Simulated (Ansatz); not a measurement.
**CoO (P3m1): scan of the energy under strain in Python**

What does a strain cost in CoO (P3m1)? A script is to give a scan of the energy under strain; the system is CoO (P3m1).

Program: Ansatz 0.2.0, driven from Python. Level of theory: DFT PBEsol, plane waves, PAW. These are calculated values, not measurements.

## (1) The structure

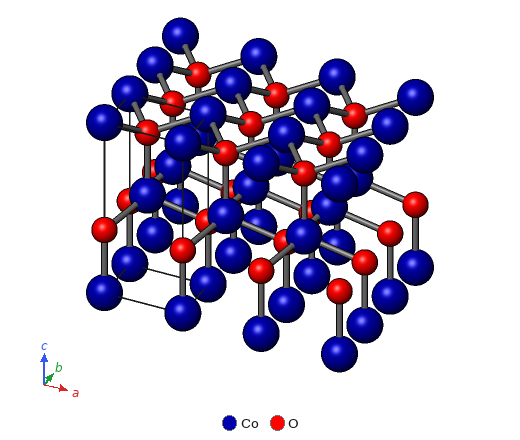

The starting structure, viewed slightly off an axis; cobalt blue, oxygen red. 3×3×1 cells are drawn. Atoms on cell faces are repeated.

No structure file is read: the coordinates are typed or built in the script.

## (2) The code

File strain.py:

```python
"""Energy of CoO under tetragonal strain, ions carried with the cell."""

import ansatz as az
import numpy as np

VECTORS = np.array([
    [3.197646, 0.0, 0.0],
    [-1.598823, 2.769242, 0.0],
    [0.0, 0.0, 5.22871],
])
SITES = [
    ("Co", (0.0, 0.0, 0.003474), 3.2),
    ("Co", (1 / 3, 2 / 3, 0.503362), -3.2),
    ("O", (0.0, 0.0, 0.371609), 0.0),
    ("O", (1 / 3, 2 / 3, 0.871556), 0.0),
]


def build(cell):
    crystal = az.Crystal(lattice=az.Lattice.of(cell))
    for symbol, position, moment in SITES:
        crystal = crystal.atom(symbol, position, moment=moment or None)
    return crystal


def main() -> None:
    # clamped ions: the fractional positions stay as typed
    values = np.linspace(-0.02, 0.02, 7)
    energies = []
    for d in values:
        strain = np.diag([d, d, (1 + d) ** -2 - 1])
        cell = VECTORS @ (np.eye(3) + strain)
        model = (
            build(cell).calculation()
            .occupations("fermi_dirac", width=300 * az.meV)
            .functional("pbesol")
            .initial_density(normalization="cell")
            .basis(530)
            .scf(tolerance=1e-08, max_iterations=100, lower_state_search="off")
            .spin(az.SpinTreatment.COLLINEAR)
            .eigensolver("auto")
            .kpoints(12, 12, 7)
        )
        rep = model.run(threads=1, pin="off").report
        energies.append(rep["free_energy_ev"] / len(SITES))
        print(f"d = {d:+.4f}  F = {energies[-1]:.5f} eV/atom")
    energies = np.array(energies)

    for value, e in zip(values, energies):
        print(f"strain {value:7.3f}   E - Emin = {1000 * (e - energies.min()):9.3f} meV/atom")
    curvature = 2 * np.polyfit(values, energies, 3)[1]
    volume = abs(np.linalg.det(VECTORS)) / len(SITES)
    print(f"d2E/dd2 over the volume: {curvature / volume * 160.21766:.1f} GPa")


if __name__ == "__main__":
    main()
```

## (3) What the engine is handed

The engine receives this input (first run):

```yaml
crystal:
  lattice:
    - [3.13369308, 0.0, 0.0]
    - [-1.56684654, 2.7138571600000003, 0.0]
    - [0.0, 0.0, 5.444304456476469]
  atoms:
    - { symbol: Co, position: [0.0, 0.0, 0.003474], spin: 3.2 }
    - { symbol: Co, position: [0.3333333333333333, 0.6666666666666666, 0.503362], spin: -3.2 }
    - { symbol: O, position: [0.0, 0.0, 0.371609] }
    - { symbol: O, position: [0.3333333333333333, 0.6666666666666666, 0.871556] }
basis:
  ecutwfc: 530.0
kpoints:
  mp_grid:
    grid: [12, 12, 7]
hamiltonian:
  xc: pbesol
magnetization:
  spin_polarized: true
scf:
  max_iter: 100
  convergence:
    dr2_threshold: 1.0e-08
  lower_state_search: "off"
  occupations:
    method: fermi_dirac
    width: 0.3
  eigensolver:
    kind: auto
  initial_density:
    normalization: cell
```

## (4) Running it

Started as:

```
> python strain.py
```

Log:

```text
DeckWarning: crystal.lattice misses the space group found at crystal.symmetry.tolerance 1.0e-5 in a digit that the deck types, which is why this is a warning: making the lattice exact moves one of its numbers by a whole unit of that number's last typed decimal, or more. The operation that it misses by the most changes a squared length by the fraction 4.18e-7. The run uses the lattice that is a stretch of the typed one, with no rotation, onto the one that keeps every operation to a double's rounding (on a very oblique basis the stretch itself rounds by more); the deck's lattice vector that moved farthest moved by 3.78e-7 Å. To run the lattice as typed, set crystal.symmetry.tolerance under [...]
d = -0.0200  F = -2826.40286 eV/atom
d = -0.0133  F = -2826.40757 eV/atom
d = -0.0067  F = -2826.40930 eV/atom
d = +0.0000  F = -2826.40780 eV/atom
d = +0.0067  F = -2826.40286 eV/atom
d = +0.0133  F = -2826.39426 eV/atom
d = +0.0200  F = -2826.38181 eV/atom
strain  -0.020   E - Emin =     6.432 meV/atom
strain  -0.013   E - Emin =     1.725 meV/atom
strain  -0.007   E - Emin =     0.000 meV/atom
strain   0.000   E - Emin =     1.493 meV/atom
strain   0.007   E - Emin =     6.434 meV/atom
strain   0.013   E - Emin =    15.035 meV/atom
strain   0.020   E - Emin =    27.486 meV/atom
d2E/dd2 over the volume: 1070.1 GPa
```

(Warnings from the package without file and line, shortened, repeats left out.)

Wall time 7.3 min (1 thread of Arm Neoverse V2, shared host); peak memory 0.66 GiB.

## (5) What changed from run to run

The engine's inputs for some of the other runs:

Run 3, against run 1:

```diff
@@ -3,3 +3,3 @@
-    - [3.13369308, 0.0, 0.0]
-    - [-1.56684654, 2.7138571600000003, 0.0]
-    - [0.0, 0.0, 5.444304456476469]
+    - [3.17632836, 0.0, 0.0]
+    - [-1.58816418, 2.750780386666667, 0.0]
+    - [0.0, 0.0, 5.2991295437142485]
```

Run 4, against run 1:

```diff
@@ -3,3 +3,3 @@
-    - [3.13369308, 0.0, 0.0]
-    - [-1.56684654, 2.7138571600000003, 0.0]
-    - [0.0, 0.0, 5.444304456476469]
+    - [3.197646, 0.0, 0.0]
+    - [-1.598823, 2.769242, 0.0]
+    - [0.0, 0.0, 5.22871]
```

Run 5, against run 1:

```diff
@@ -3,3 +3,3 @@
-    - [3.13369308, 0.0, 0.0]
-    - [-1.56684654, 2.7138571600000003, 0.0]
-    - [0.0, 0.0, 5.444304456476469]
+    - [3.21896364, 0.0, 0.0]
+    - [-1.60948182, 2.7877036133333335, 0.0]
+    - [0.0, 0.0, 5.159684882242009]
```

Lines on the test bed's own set-up are left out of the output.

## (6) Run by run

The 7 runs, in the order started:

```csv
run,strain,energy from run 3 (meV/atom),SCF cycles,CPU time (s)
1,-0.020,6.43,20,64
2,-0.013,1.73,20,65
3,-0.007,0.00,21,61
4,0.000,1.49,22,64
5,0.007,6.43,21,61
6,0.013,15.04,20,61
7,0.020,27.49,20,64
```

Energies are free energies F = E - TS of the smeared occupations. 

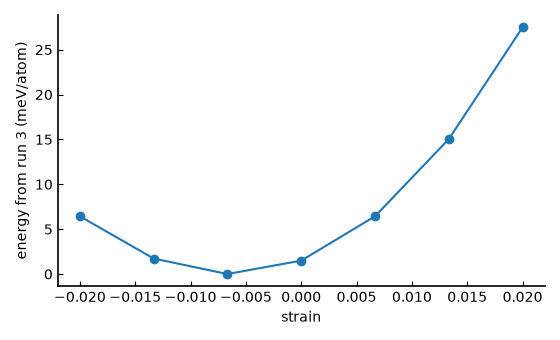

Energy against strain; lines join the points.

## (7) Results

| quantity | value |
| --- | --- |
| curvature under the strain | 1070.1 GPa |
| runs compared | 7 |
| range of energy | 27.49 meV/atom |
| lowest point, strain | -0.007 |

Against the unstrained cell the energy per atom changes by +4.94 meV at one end of the scan and +25.99 meV at the other, and its second derivative over the volume is 1070.1 GPa. Notes:
- Other magnetic orders than the one started from may lie lower.
- Within a few hundredths of an angstrom the cell has the higher group P6_3mc; the lower one is a small distortion.
- A Fermi-Dirac width this large means warm electrons, whose thermal share enters the free energy.
- The curvature belongs to this strain pattern and to the cell's stress; it equals a single elastic constant only for simple patterns.
- In a metal a curvature from energy changes of a few meV or less hangs on mesh and smearing, in size and even in sign.
- Without a Hubbard U or exact exchange, semilocal functionals often make such 3d compounds metallic or too weakly gapped.
- The structure comes from a database of computed cells and needn't be a stable or known phase.
- The ions keep their fractional positions (clamped ions).
